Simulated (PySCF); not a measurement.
# C₃H₆NPSi: NMR shifts at several levels of theory

Aim: compute the NMR shifts of C₃H₆NPSi (`C=C(C#N)[SiH2]P`) at several levels, and see how far they spread and what each costs.

Computed with PySCF 2.14.0, with density-fitted response routines of our own, on a single molecule in the gas phase. Atoms count from 0, in the outputs and in this text.

## Step 1: The molecule as given

12 atoms, charge 0, multiplicity 1; geometry from: PBE0-D3(BJ)/def2-SVP.

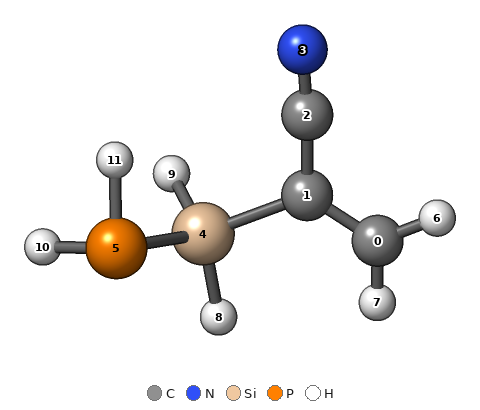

As it starts; carbon grey, nitrogen blue, silicon light orange, phosphorus orange, hydrogen white, atoms numbered.

## Step 2: Shielding tensors: PBE0/pcSseg-1

The job: settings as JSON, then the geometry in Å.

```
{"job": {"kind": "nmr", "xc": "PBE0", "basis": "pcSseg-1", "pop": false}, "charge": 0, "multiplicity": 1}
C     -1.648661    -0.168044    -1.139951
C     -0.768493     0.015490    -0.139260
C     -0.984508     1.022363     0.852750
N     -1.088132     1.824725     1.685199
Si     0.822352    -1.000458     0.018691
P      2.562722     0.425754    -0.231732
H     -2.558613     0.434054    -1.226461
H     -1.477731    -0.931977    -1.903535
H      0.814850    -1.996240    -1.092916
H      0.820665    -1.704771     1.335391
H      3.493168    -0.465138     0.388245
H      2.258260     1.103436     0.989613
```

Method: GIAO PBE0/pcSseg-1 NMR shielding, non-relativistic, gas phase.

Run with:

```console
$ OMP_NUM_THREADS=1 python probes_run.py task.json out
```

The driver reads the jobs from task.json and runs them one after another.

The log of the run:

```text
coarse grid: 11288 points
cycle   1  E = -802.9056162540  dE =  4.498e-01  |g| = 3.981e-01  |ddm| = 3.247e+00
cycle   2  E = -802.7796298415  dE =  1.260e-01  |g| = 8.550e-01  |ddm| = 1.121e+00
cycle   3  E = -802.9449516143  dE = -1.653e-01  |g| = 9.853e-02  |ddm| = 7.496e-01
cycle   4  E = -802.9471790572  dE = -2.227e-03  |g| = 3.400e-02  |ddm| = 1.248e-01
cycle   5  E = -802.9474701412  dE = -2.911e-04  |g| = 6.180e-03  |ddm| = 3.829e-02
cycle   6  E = -802.9474777408  dE = -7.600e-06  |g| = 2.490e-03  |ddm| = 6.212e-03
final grid: 100704 points
cycle   7  E = -802.9820186712  dE = -1.325e-05  |g| = 6.018e-03  |ddm| = 2.236e-02
cycle   8  E = -802.9820092807  dE =  9.390e-06  |g| = 8.439e-03  |ddm| = 1.448e-02
cycle   9  E = -802.9820278817  dE = -1.860e-05  |g| = 1.467e-03  |ddm| = 8.384e-03
cycle  10  E = -802.9820284071  dE = -5.254e-07  |g| = 2.643e-04  |ddm| = 1.296e-03
cycle  11  E = -802.9820284169  dE = -9.820e-09  |g| = 1.558e-04  |ddm| = 2.589e-04
cycle  12  E = -802.9820284220  dE = -5.072e-09  |g| = 4.539e-05  |ddm| = 1.436e-04
cycle  13  E = -802.9820284225  dE = -5.191e-10  |g| = 6.063e-06  |ddm| = 4.984e-05
converged SCF energy = -802.9820284225

GIAO shielding tensors (ppm)
atom      isotropic    diamagn.    paramagn.     s11        s22        s33       span
  0 C       26.654     250.429    -223.775   -107.261     32.074    155.149    262.410
  1 C       57.764     262.930    -205.166    -59.962     66.334    166.921    226.883
  2 C       61.819     260.513    -198.693    -58.715    -50.530    294.702    353.417
  3 N      -64.817     340.523    -405.341   -206.369   -198.893    210.810    417.179
  4 Si     382.704     880.898    -498.194    350.394    384.094    413.624     63.230
  5 P      607.027     966.711    -359.684    553.210    583.282    684.590    131.381
  6 H       24.487      28.268      -3.781     20.056     24.039     29.366      9.310
  7 H       24.527      29.695      -5.168     20.337     24.013     29.231      8.895
  8 H       26.832      29.341      -2.509     23.641     25.276     31.579      7.938
  9 H       26.154      28.935      -2.781     22.981     24.398     31.081      8.100
 10 H       29.606      28.260       1.346     24.804     25.999     38.014     13.210
 11 H       29.055      29.789      -0.734     23.651     27.122     36.392     12.741
```

It took 8.7 s on 1 thread of Intel Xeon 6975P-C, shared host; peak memory 0.78 GiB.

Shifts follow as δ = σ(reference) − σ, with reference shieldings (ppm) from runs at the same level and on the same kind of geometry: 1H TMS 31.27, 13C TMS 184.4, 29Si TMS 352.0, 15N NH3 265.7, 31P H3PO4 310.1. The references are single molecules in the gas phase, so shifts against H2O, NH3, PH3, H3PO4 or CFCl3 are not on the usual liquid scales and can be off by tens of ppm. Atoms listed in one row are averaged.

```csv
atoms,environment,σ (ppm),δ (ppm),δ scaled to CDCl3
C0,terminal =CH2 carbon,26.7,157.8,152.7
C1,fully substituted alkene carbon,57.8,126.6,122.5
C2,nitrile carbon,61.8,122.6,118.5
H6,hydrogen on a terminal =CH2 carbon,24.49,6.78,6.64
H7,hydrogen on a terminal =CH2 carbon,24.53,6.74,6.60
"H8, H9","hydrogen on a silicon bonded to C, P",26.49,4.77,–
"H10, H11",hydrogen on a phosphorus bonded to Si,29.33,1.94,–
N3,nitrile nitrogen,-64.8,330.5,–
Si4,"silicon bonded to C, P, 2 H",382.7,-30.7,–
P5,"phosphorus bonded to Si, 2 H",607.0,-296.9,–
```

The scaled column applies a straight-line fit of computed shieldings to shifts measured in CDCl3 (root-mean-square error 0.21 ppm for H, 2.0 ppm for C).

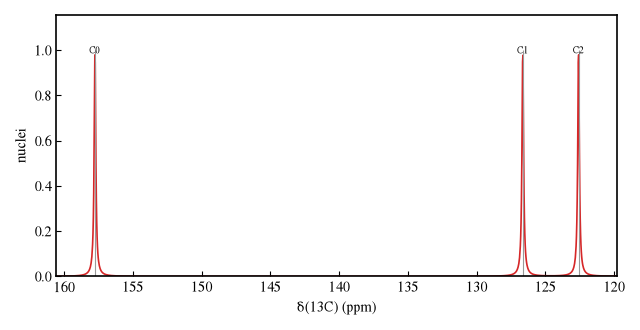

13C lines at the computed shifts, without couplings. Lines are broadened to a width of 0.14 ppm (Lorentzian).

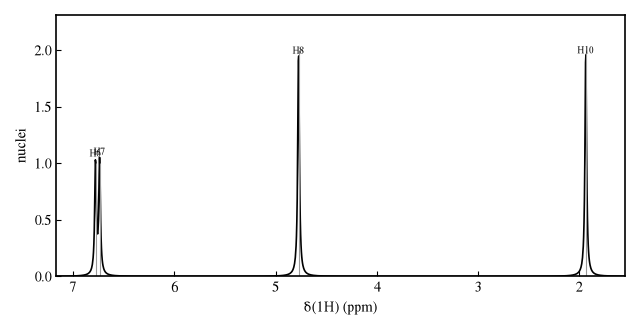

1H lines at the computed shifts, without couplings. Lines are broadened to a width of 0.02 ppm (Lorentzian).

## Step 3: Nuclear shieldings: mPW1PW91/pcSseg-1

Settings changed since step 2:

```diff
@@ -1,2 +1,2 @@
-{"job": {"kind": "nmr", "xc": "PBE0", "basis": "pcSseg-1", "pop": false}, "charge": 0, "multiplicity": 1}
+{"job": {"kind": "nmr", "xc": "mPW1PW91", "basis": "pcSseg-1", "pop": false}, "charge": 0, "multiplicity": 1}
 C     -1.648661    -0.168044    -1.139951
```

With the program's defaults for keys left out, this is: GIAO mPW1PW91/pcSseg-1 NMR shielding, non-relativistic, gas phase.

The log of the run:

```text
coarse grid: 11288 points
cycle   1  E = -803.3452580780  dE =  4.502e-01  |g| = 4.068e-01  |ddm| = 3.245e+00
cycle   2  E = -803.2127818329  dE =  1.325e-01  |g| = 8.747e-01  |ddm| = 1.142e+00
cycle   3  E = -803.3864419856  dE = -1.737e-01  |g| = 9.955e-02  |ddm| = 7.650e-01
cycle   4  E = -803.3887493976  dE = -2.307e-03  |g| = 3.387e-02  |ddm| = 1.262e-01
cycle   5  E = -803.3890371289  dE = -2.877e-04  |g| = 6.521e-03  |ddm| = 3.824e-02
cycle   6  E = -803.3890456191  dE = -8.490e-06  |g| = 2.617e-03  |ddm| = 6.411e-03
final grid: 100704 points
cycle   7  E = -803.4230470949  dE = -1.044e-05  |g| = 5.268e-03  |ddm| = 2.067e-02
cycle   8  E = -803.4230365567  dE =  1.054e-05  |g| = 8.201e-03  |ddm| = 1.287e-02
cycle   9  E = -803.4230541750  dE = -1.762e-05  |g| = 1.112e-03  |ddm| = 7.590e-03
cycle  10  E = -803.4230544736  dE = -2.986e-07  |g| = 2.163e-04  |ddm| = 1.069e-03
cycle  11  E = -803.4230544790  dE = -5.386e-09  |g| = 1.403e-04  |ddm| = 2.160e-04
cycle  12  E = -803.4230544833  dE = -4.309e-09  |g| = 3.644e-05  |ddm| = 1.345e-04
cycle  13  E = -803.4230544836  dE = -3.392e-10  |g| = 5.361e-06  |ddm| = 4.046e-05
converged SCF energy = -803.4230544836

GIAO shielding tensors (ppm)
atom      isotropic    diamagn.    paramagn.     s11        s22        s33       span
  0 C       25.820     250.362    -224.542   -108.583     31.580    154.464    263.047
  1 C       57.156     263.024    -205.868    -60.772     65.930    166.311    227.083
  2 C       61.214     260.680    -199.466    -59.594    -51.559    294.796    354.390
  3 N      -65.573     340.361    -405.934   -207.642   -200.012    210.935    418.577
  4 Si     380.911     880.975    -500.064    349.127    382.512    411.094     61.967
  5 P      602.478     966.877    -364.399    549.057    578.460    679.918    130.861
  6 H       24.549      28.305      -3.756     20.117     24.101     29.429      9.312
  7 H       24.591      29.738      -5.147     20.396     24.079     29.298      8.902
  8 H       26.921      29.424      -2.503     23.732     25.366     31.663      7.931
  9 H       26.244      29.016      -2.772     23.080     24.487     31.164      8.083
 10 H       29.674      28.326       1.348     24.901     26.091     38.030     13.129
 11 H       29.122      29.900      -0.778     23.741     27.214     36.410     12.668
```

It took 8.7 s on 1 thread of Intel Xeon 6975P-C, shared host; peak memory 0.84 GiB.

In short: δ C0 157.7, C1 126.4, C2 122.3, N3 329.7, H6 6.77, H7 6.73 ppm.

## Step 4: NMR shieldings: WP04/pcSseg-1

Settings changed since step 3:

```diff
@@ -1,2 +1,2 @@
-{"job": {"kind": "nmr", "xc": "mPW1PW91", "basis": "pcSseg-1", "pop": false}, "charge": 0, "multiplicity": 1}
+{"job": {"kind": "nmr", "xc": "WP04", "basis": "pcSseg-1", "pop": false}, "charge": 0, "multiplicity": 1}
 C     -1.648661    -0.168044    -1.139951
```

Method: GIAO WP04/pcSseg-1 NMR shielding, non-relativistic, gas phase.

The log of the run:

```text
coarse grid: 11288 points
cycle   1  E = -814.2082420290  dE =  3.943e-01  |g| = 6.300e-01  |ddm| = 3.317e+00
cycle   2  E = -813.8906804799  dE =  3.176e-01  |g| = 1.294e+00  |ddm| = 1.738e+00
cycle   3  E = -814.2752204658  dE = -3.845e-01  |g| = 3.248e-01  |ddm| = 1.309e+00
cycle   4  E = -814.3003344409  dE = -2.511e-02  |g| = 4.702e-02  |ddm| = 2.720e-01
cycle   5  E = -814.3008376605  dE = -5.032e-04  |g| = 1.988e-02  |ddm| = 6.404e-02
cycle   6  E = -814.3009226975  dE = -8.504e-05  |g| = 6.535e-03  |ddm| = 1.859e-02
cycle   7  E = -814.3009315432  dE = -8.846e-06  |g| = 2.793e-03  |ddm| = 7.192e-03
final grid: 100704 points
cycle   8  E = -814.3480373222  dE = -1.020e-05  |g| = 7.753e-03  |ddm| = 2.457e-02
cycle   9  E = -814.3479873092  dE =  5.001e-05  |g| = 1.534e-02  |ddm| = 1.759e-02
cycle  10  E = -814.3480523690  dE = -6.506e-05  |g| = 2.127e-03  |ddm| = 1.307e-02
cycle  11  E = -814.3480534384  dE = -1.069e-06  |g| = 6.398e-04  |ddm| = 1.903e-03
cycle  12  E = -814.3480535092  dE = -7.073e-08  |g| = 2.605e-04  |ddm| = 5.359e-04
cycle  13  E = -814.3480535250  dE = -1.587e-08  |g| = 5.224e-05  |ddm| = 2.384e-04
cycle  14  E = -814.3480535257  dE = -6.507e-10  |g| = 1.069e-05  |ddm| = 5.679e-05
converged SCF energy = -814.3480535257

GIAO shielding tensors (ppm)
atom      isotropic    diamagn.    paramagn.     s11        s22        s33       span
  0 C       17.677     251.645    -233.967   -117.665     25.845    144.852    262.517
  1 C       46.460     263.189    -216.729    -69.236     55.186    153.430    222.666
  2 C       53.069     262.908    -209.838    -68.923    -62.599    290.730    359.653
  3 N      -67.949     340.883    -408.832   -211.637   -204.287    212.078    423.715
  4 Si     363.429     883.353    -519.924    334.123    365.039    391.124     57.001
  5 P      545.455     969.844    -424.390    500.825    523.420    612.119    111.293
  6 H       25.120      28.675      -3.555     20.877     24.660     29.824      8.947
  7 H       25.171      30.335      -5.164     21.115     24.694     29.705      8.590
  8 H       27.795      30.448      -2.653     24.732     26.292     32.361      7.629
  9 H       27.107      30.177      -3.070     24.144     25.373     31.804      7.660
 10 H       30.201      28.795       1.406     25.864     26.952     37.787     11.923
 11 H       29.669      31.209      -1.540     24.672     28.039     36.296     11.624
```

Wall time 8.7 s (1 thread of Intel Xeon 6975P-C, shared host); peak memory 0.84 GiB.

This run: δ C0 154.8, C1 126.0, C2 119.4, N3 314.8, H6 6.44, H7 6.39 ppm.

## Step 5: Shielding tensors: B97-2/pcSseg-1

Settings changed since step 4:

```diff
@@ -1,2 +1,2 @@
-{"job": {"kind": "nmr", "xc": "WP04", "basis": "pcSseg-1", "pop": false}, "charge": 0, "multiplicity": 1}
+{"job": {"kind": "nmr", "xc": "B97-2", "basis": "pcSseg-1", "pop": false}, "charge": 0, "multiplicity": 1}
 C     -1.648661    -0.168044    -1.139951
```

Method: GIAO B97-2/pcSseg-1 NMR shielding, non-relativistic, gas phase.

The log of the run:

```text
coarse grid: 11288 points
cycle   1  E = -803.3439598200  dE =  4.346e-01  |g| = 4.061e-01  |ddm| = 3.253e+00
cycle   2  E = -803.1965676191  dE =  1.474e-01  |g| = 9.030e-01  |ddm| = 1.194e+00
cycle   3  E = -803.3847299512  dE = -1.882e-01  |g| = 1.084e-01  |ddm| = 8.087e-01
cycle   4  E = -803.3875842190  dE = -2.854e-03  |g| = 3.221e-02  |ddm| = 1.331e-01
cycle   5  E = -803.3878466878  dE = -2.625e-04  |g| = 6.770e-03  |ddm| = 3.783e-02
cycle   6  E = -803.3878569713  dE = -1.028e-05  |g| = 2.172e-03  |ddm| = 6.818e-03
cycle   7  E = -803.3878578299  dE = -8.586e-07  |g| = 1.104e-03  |ddm| = 2.836e-03
final grid: 100704 points
cycle   8  E = -803.4127579068  dE = -3.139e-05  |g| = 4.318e-03  |ddm| = 2.379e-02
cycle   9  E = -803.4127520854  dE =  5.821e-06  |g| = 5.760e-03  |ddm| = 7.934e-03
cycle  10  E = -803.4127603976  dE = -8.312e-06  |g| = 1.703e-03  |ddm| = 6.227e-03
cycle  11  E = -803.4127610078  dE = -6.102e-07  |g| = 6.955e-04  |ddm| = 1.461e-03
cycle  12  E = -803.4127611132  dE = -1.054e-07  |g| = 1.274e-04  |ddm| = 5.522e-04
cycle  13  E = -803.4127611169  dE = -3.657e-09  |g| = 2.131e-05  |ddm| = 1.326e-04
cycle  14  E = -803.4127611170  dE = -1.060e-10  |g| = 7.861e-06  |ddm| = 3.719e-05
converged SCF energy = -803.4127611170

GIAO shielding tensors (ppm)
atom      isotropic    diamagn.    paramagn.     s11        s22        s33       span
  0 C       30.026     250.395    -220.370   -100.717     36.292    154.502    255.219
  1 C       60.411     262.806    -202.396    -53.633     68.597    166.268    219.901
  2 C       63.601     260.873    -197.271    -54.984    -47.132    292.920    347.905
  3 N      -57.573     340.368    -397.941   -196.599   -189.427    213.307    409.906
  4 Si     387.078     881.146    -494.067    356.027    388.673    416.535     60.508
  5 P      602.254     967.091    -364.837    550.156    578.653    677.955    127.798
  6 H       24.657      28.413      -3.756     20.281     24.205     29.486      9.204
  7 H       24.718      29.855      -5.137     20.622     24.191     29.341      8.719
  8 H       27.041      29.580      -2.539     23.882     25.500     31.741      7.859
  9 H       26.355      29.188      -2.833     23.219     24.610     31.237      8.017
 10 H       29.730      28.388       1.342     25.010     26.186     37.994     12.985
 11 H       29.185      30.032      -0.847     23.844     27.313     36.397     12.553
```

Run time: 9 s. Hardware: 1 thread of Intel Xeon 6975P-C, shared host; peak memory 0.84 GiB.

This run: δ C0 153.7, C1 123.3, C2 120.1, N3 320.5, H6 6.72, H7 6.66 ppm.

## Step 6: Nuclear shieldings: BHandHLYP/pcSseg-1

Settings changed since step 5:

```diff
@@ -1,2 +1,2 @@
-{"job": {"kind": "nmr", "xc": "B97-2", "basis": "pcSseg-1", "pop": false}, "charge": 0, "multiplicity": 1}
+{"job": {"kind": "nmr", "xc": "BHandHLYP", "basis": "pcSseg-1", "pop": false}, "charge": 0, "multiplicity": 1}
 C     -1.648661    -0.168044    -1.139951
```

Level: GIAO BHandHLYP/pcSseg-1 NMR shielding, non-relativistic, gas phase.

The log of the run:

```text
coarse grid: 11288 points
cycle   1  E = -803.2402549283  dE =  5.299e-01  |g| = 4.468e-01  |ddm| = 3.199e+00
cycle   2  E = -803.1796321590  dE =  6.062e-02  |g| = 7.382e-01  |ddm| = 9.960e-01
cycle   3  E = -803.2998178338  dE = -1.202e-01  |g| = 5.265e-02  |ddm| = 6.162e-01
cycle   4  E = -803.3005101299  dE = -6.923e-04  |g| = 2.986e-02  |ddm| = 1.080e-01
cycle   5  E = -803.3007397630  dE = -2.296e-04  |g| = 5.617e-03  |ddm| = 3.580e-02
cycle   6  E = -803.3007461931  dE = -6.430e-06  |g| = 2.767e-03  |ddm| = 7.295e-03
final grid: 100704 points
cycle   7  E = -803.3278113174  dE = -6.114e-06  |g| = 3.701e-03  |ddm| = 1.015e-02
cycle   8  E = -803.3278095652  dE =  1.752e-06  |g| = 4.548e-03  |ddm| = 7.535e-03
cycle   9  E = -803.3278148461  dE = -5.281e-06  |g| = 5.427e-04  |ddm| = 3.947e-03
cycle  10  E = -803.3278148988  dE = -5.270e-08  |g| = 2.326e-04  |ddm| = 4.722e-04
cycle  11  E = -803.3278149093  dE = -1.048e-08  |g| = 4.308e-05  |ddm| = 1.956e-04
cycle  12  E = -803.3278149099  dE = -6.116e-10  |g| = 1.595e-05  |ddm| = 6.076e-05
converged SCF energy = -803.3278149099

GIAO shielding tensors (ppm)
atom      isotropic    diamagn.    paramagn.     s11        s22        s33       span
  0 C       24.462     250.632    -226.170   -117.739     35.662    155.464    273.203
  1 C       56.214     263.007    -206.793    -71.455     70.361    169.735    241.190
  2 C       61.380     261.314    -199.934    -63.967    -55.555    303.662    367.629
  3 N      -69.660     340.647    -410.307   -216.175   -205.296    212.492    428.667
  4 Si     387.856     879.549    -491.694    357.973    389.415    416.179     58.207
  5 P      600.795     966.312    -365.517    551.294    574.141    676.951    125.657
  6 H       24.724      28.343      -3.619     20.227     24.106     29.840      9.613
  7 H       24.754      29.928      -5.174     20.604     24.077     29.582      8.978
  8 H       27.200      29.650      -2.450     23.968     25.663     31.969      8.000
  9 H       26.593      29.239      -2.645     23.418     24.834     31.529      8.111
 10 H       29.897      28.617       1.280     25.164     26.310     38.217     13.054
 11 H       29.334      30.311      -0.977     23.935     27.502     36.564     12.628
```

It took 8.6 s on 1 thread of Intel Xeon 6975P-C, shared host; peak memory 0.84 GiB.

This run: δ C0 159.5, C1 127.8, C2 122.6, N3 334.7, H6 6.72, H7 6.69 ppm.

## Step 7: Shielding tensors: CAM-B3LYP/pcSseg-1

Settings changed since step 6:

```diff
@@ -1,2 +1,2 @@
-{"job": {"kind": "nmr", "xc": "BHandHLYP", "basis": "pcSseg-1", "pop": false}, "charge": 0, "multiplicity": 1}
+{"job": {"kind": "nmr", "xc": "CAM-B3LYP", "basis": "pcSseg-1", "pop": false}, "charge": 0, "multiplicity": 1}
 C     -1.648661    -0.168044    -1.139951
```

Method: GIAO CAM-B3LYP/pcSseg-1 NMR shielding, non-relativistic, gas phase.

The log of the run:

```text
coarse grid: 11288 points
cycle   1  E = -803.2608895849  dE =  4.909e-01  |g| = 4.721e-01  |ddm| = 3.215e+00
cycle   2  E = -803.1713483167  dE =  8.954e-02  |g| = 8.420e-01  |ddm| = 1.142e+00
cycle   3  E = -803.3232113851  dE = -1.519e-01  |g| = 5.746e-02  |ddm| = 6.795e-01
cycle   4  E = -803.3239778274  dE = -7.664e-04  |g| = 3.169e-02  |ddm| = 1.075e-01
cycle   5  E = -803.3242206275  dE = -2.428e-04  |g| = 6.348e-03  |ddm| = 3.632e-02
cycle   6  E = -803.3242288207  dE = -8.193e-06  |g| = 3.220e-03  |ddm| = 8.410e-03
cycle   7  E = -803.3242314943  dE = -2.674e-06  |g| = 5.776e-04  |ddm| = 3.391e-03
final grid: 100704 points
cycle   8  E = -803.3660016442  dE = -1.094e-05  |g| = 2.307e-03  |ddm| = 1.007e-02
cycle   9  E = -803.3660018954  dE = -2.512e-07  |g| = 2.073e-03  |ddm| = 3.561e-03
cycle  10  E = -803.3660029058  dE = -1.010e-06  |g| = 5.537e-04  |ddm| = 1.852e-03
cycle  11  E = -803.3660029663  dE = -6.050e-08  |g| = 1.854e-04  |ddm| = 4.652e-04
cycle  12  E = -803.3660029725  dE = -6.155e-09  |g| = 6.364e-05  |ddm| = 1.606e-04
cycle  13  E = -803.3660029735  dE = -9.727e-10  |g| = 1.773e-05  |ddm| = 7.909e-05
converged SCF energy = -803.3660029735

GIAO shielding tensors (ppm)
atom      isotropic    diamagn.    paramagn.     s11        s22        s33       span
  0 C       22.229     250.186    -227.956   -117.337     30.350    153.675    271.012
  1 C       52.252     263.388    -211.136    -73.356     63.098    167.014    240.371
  2 C       59.158     260.979    -201.821    -65.049    -56.019    298.542    363.591
  3 N      -66.059     342.006    -408.065   -211.968   -202.968    216.758    428.726
  4 Si     374.440     880.764    -506.324    341.394    376.078    405.848     64.453
  5 P      593.243     966.752    -373.508    541.236    567.881    670.613    129.376
  6 H       24.636      28.365      -3.730     20.209     24.164     29.534      9.325
  7 H       24.657      29.918      -5.261     20.483     24.130     29.358      8.875
  8 H       27.005      29.607      -2.603     23.836     25.490     31.688      7.852
  9 H       26.407      29.268      -2.861     23.295     24.684     31.243      7.948
 10 H       29.776      28.443       1.333     25.083     26.256     37.989     12.906
 11 H       29.216      30.287      -1.071     23.870     27.416     36.363     12.493
```

Wall time 12 s (1 thread of Intel Xeon 6975P-C, shared host); peak memory 0.88 GiB.

This run: δ C0 160.2, C1 130.2, C2 123.3, N3 333.4, H6 6.69, H7 6.67 ppm.

(Part 1 of 2 ends here.)
